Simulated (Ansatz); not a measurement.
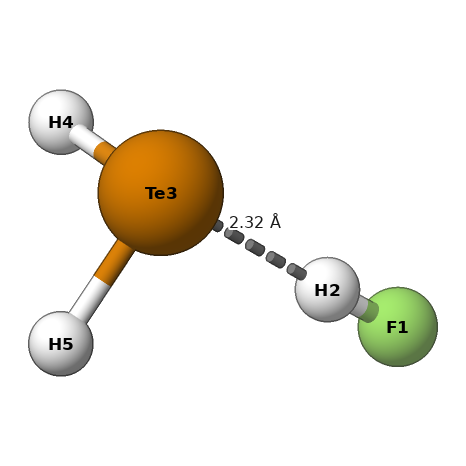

Two molecules or ions; the broken line marks their closest contact (measured against van der Waals radii). Geometry: a pair of rigid molecules at a changed separation. Program: Ansatz 0.2.0.

Which two species are they?

HF and H2Te (`F.[TeH2]`).

Give the counterpoise-corrected interaction energy (kcal/mol, monomers kept as in the pair) with RHF-CCSD(T) (frozen core)/def2-TZVPPD.

| level | interaction energy (kcal/mol) |
| --- | --- |
| RHF-CCSD(T) (frozen core)/def2-TZVPPD | −2.1 |
